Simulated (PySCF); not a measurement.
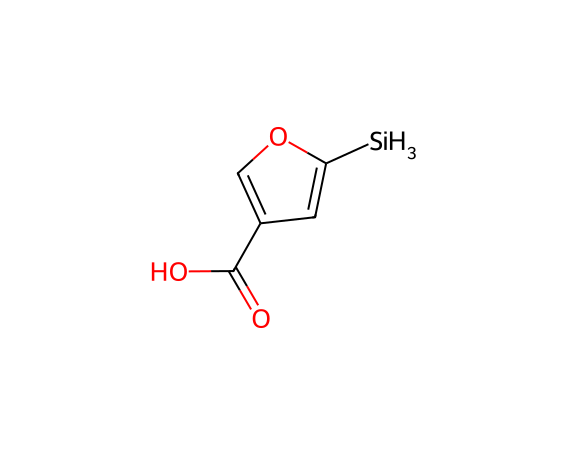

The geometry was computed by an optimisation with GFN2-xTB. No frequency run is at hand to confirm it as a minimum. Properties computed with CAM-B3LYP/def2-SVPD, gas phase (PySCF 2.14.0). Excitations: vertical, linear response.

What does the calculation give?

The species is C5H6O3Si (`O=C(O)c1coc([SiH3])c1`).
- dipole moment: 1.62 D
- HOMO energy (Kohn–Sham orbital): −8.48 eV
- LUMO energy (Kohn–Sham orbital): −0.09 eV
- HOMO–LUMO gap: 8.38 eV
- mean static polarisability: 95.0 bohr³
- lowest vertical singlet excitation: 5.47 eV
- its oscillator strength: 0.000
- brightest of the 8 lowest singlets: 6.77 eV
- its oscillator strength: 0.68

The geometry is semi-empirical. Around Si such bond lengths and angles can be off by a tenth of an ångström or more and by several degrees, and values that hang on the shape move with them.
